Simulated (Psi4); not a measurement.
# NH (imidogen): ROCISD/DZVP

What is the energy difference between two shapes of NH (imidogen) at ROCISD/DZVP? 

The results are computed with Psi4 1.11.

4 further runs of the same task are left out: 3 that didn't finish, 1 set aside as unsound or not needed.

### Step 1. Starting point

NH has 2 atoms, charge 0, and is taken as a triplet. As SMILES, `[NH]`. Geometry: the measured bond length.

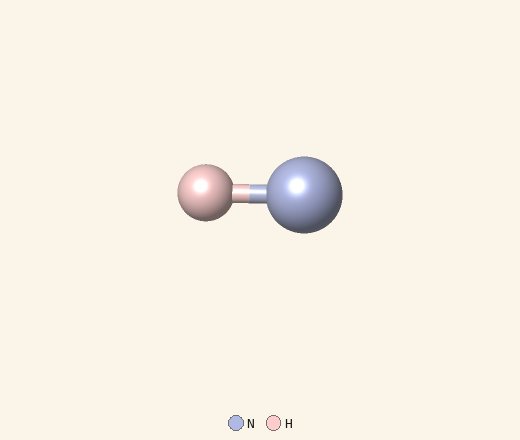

Viewed from a chosen angle; nitrogen light blue, hydrogen pink.

### Step 2. A single-point energy at ROCISD/DZVP

The input, run.py:

```python
import psi4

psi4.set_memory('1600 MB')
psi4.set_num_threads(1)
psi4.set_output_file('psi4.out', False)

geom = psi4.geometry("""
0 3
N      0.000000     0.000000     0.000000
H      0.000000     0.000000     1.036210
""")

psi4.set_options({
    'reference': 'rohf',
    'scf_type': 'pk',
})

energy_value, wavefunction = psi4.energy('cisd/DZVP', return_wfn=True)
print(f'cisd/DZVP energy: {energy_value:.10f} Eh')
```

On the command line:

```sh
$ python run.py
```

psi4.out (excerpt; [...] marks lines left out):

```text
[...]
  Running in c2v symmetry.
[...]
  Nuclear repulsion =    3.574797072687969
[...]
  Multiplicity = 3
[...]
  Nalpha       = 5
  Nbeta        = 3
[...]
    Number of basis functions: 16
[...]
   @ROHF iter   1:   -54.94145597886747   -8.63913e-01   9.54370e-03 DIIS
[...]
   @ROHF iter   9:   -54.95312974828136   -3.97904e-13   3.55500e-09 DIIS
[...]
    Orbital Energies [Eh]
    ---------------------
    Doubly Occupied:
       1A1   -15.599857     2A1    -1.044440     3A1    -0.550772
    Singly Occupied:
       1B2    -0.178374     1B1    -0.178374
[...]
  @ROHF Final Energy:   -54.95312974828136
[...]
 Multipole Moments:
 ------------------------------------------------------------------------------------
     Multipole            Electronic (a.u.)      Nuclear  (a.u.)        Total (a.u.)
 ------------------------------------------------------------------------------------
 L = 1.  Multiply by 2.5417464519 to convert [e a0] to [Debye]
 Dipole X            :          0.0000000            0.0000000            0.0000000
 Dipole Y            :          0.0000000            0.0000000            0.0000000
 Dipole Z            :         -0.2142764            0.9063969            0.6921205
 Magnitude           :                                                    0.6921205
[...]
Warning: iopen=0,opentype!=closed. Making iopen=1
[...]
   ==> Energetics <==
    SCF energy =          -54.953129748281363
    Total CI energy =     -55.074271633700207
[...]
```

The script printed:

```text
cisd/DZVP energy: -55.0742716337 Eh
```

It took 1.3 s on 1 thread of INTEL XEON PLATINUM 8581C at 2.30GHz (Emerald Rapids), shared host; peak memory 0.19 GiB.

### Step 3. The distorted shape

The input, input.inp:

```
memory 1.6 GB

molecule {
  0 3
  N      0.020959     0.034832    -0.002188
  H     -0.009859    -0.007843     1.023396
  units angstrom
}

set reference rohf
set scf_type pk

energy("cisd/DZVP")
```

On the command line:

```sh
$ psi4 input.inp input.out -n 1
```

input.out (excerpt; [...] marks lines left out):

```text
[...]
  Running in c2v symmetry.
[...]
  Nuclear repulsion =    3.607087179039980
[...]
  Multiplicity = 3
[...]
  Nalpha       = 5
  Nbeta        = 3
[...]
    Number of basis functions: 16
[...]
   @ROHF iter   1:   -54.94173948215823   -8.59848e-01   9.52240e-03 DIIS
[...]
   @ROHF iter   9:   -54.95326913843747   -4.26326e-13   3.54315e-09 DIIS
[...]
    Orbital Energies [Eh]
    ---------------------
    Doubly Occupied:
       1A1   -15.598683     2A1    -1.047258     3A1    -0.552154
    Singly Occupied:
       1B2    -0.178340     1B1    -0.178340
[...]
  @ROHF Final Energy:   -54.95326913843747
[...]
 Multipole Moments:
 ------------------------------------------------------------------------------------
     Multipole            Electronic (a.u.)      Nuclear  (a.u.)        Total (a.u.)
 ------------------------------------------------------------------------------------
 L = 1.  Multiply by 2.5417464519 to convert [e a0] to [Debye]
 Dipole X            :          0.0000000            0.0000000            0.0000000
 Dipole Y            :          0.0000000            0.0000000            0.0000000
 Dipole Z            :         -0.2036012            0.8982830            0.6946818
 Magnitude           :                                                    0.6946818
[...]
Warning: iopen=0,opentype!=closed. Making iopen=1
[...]
   ==> Energetics <==
    SCF energy =          -54.953269138437470
    Total CI energy =     -55.074029970921785
[...]
```

It took 1.3 s on 1 thread of INTEL XEON PLATINUM 8581C at 2.30GHz (Emerald Rapids), shared host; peak memory 0.19 GiB.

### Step 4. What came out

At ROCISD/DZVP:

```
                              quantity         value
             first shape: total energy  -55.07427 Eh
       first shape: correlation energy    -121.1 mEh
         distorted shape: total energy  -55.07403 Eh
   distorted shape: correlation energy    -120.8 mEh
energy change with the atoms displaced      0.007 eV
```

In words: With the atoms displaced the energy rises by 0.01 eV (0.2 kcal/mol). The first shape isn't relaxed at this level, so the change isn't measured from a minimum.
